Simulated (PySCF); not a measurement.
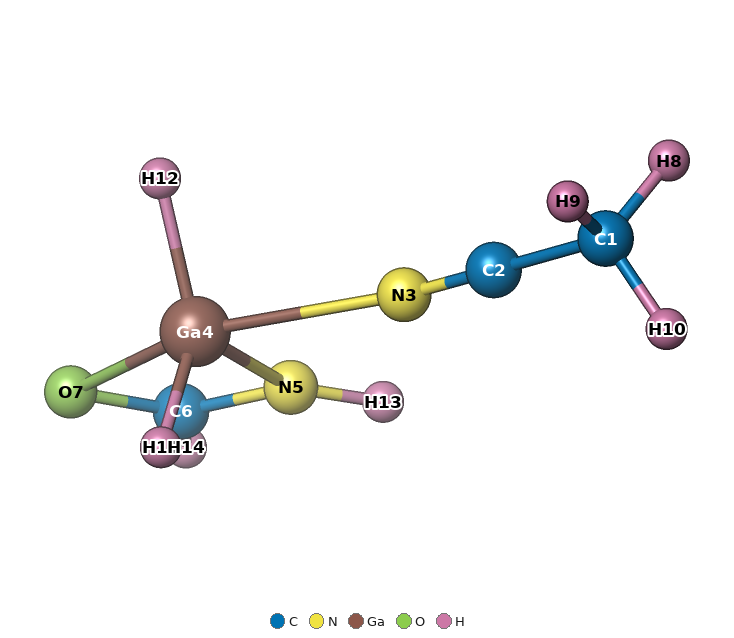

Distant atoms are faded towards the background colour. The geometry was computed by an optimisation with PBE0-D3(BJ)/def2-SVP. No frequency run is at hand to confirm it as a minimum.

What is the conformation of the ring Ga4–N5–C6–O7?

Answer. It is planar. The Cremer–Pople amplitude Q is 0.00 Å.

Give the torsion angles round the ring, beginning with the bond from its second to its third atom.

Answer. 0°, 0°, 0°, 0°.
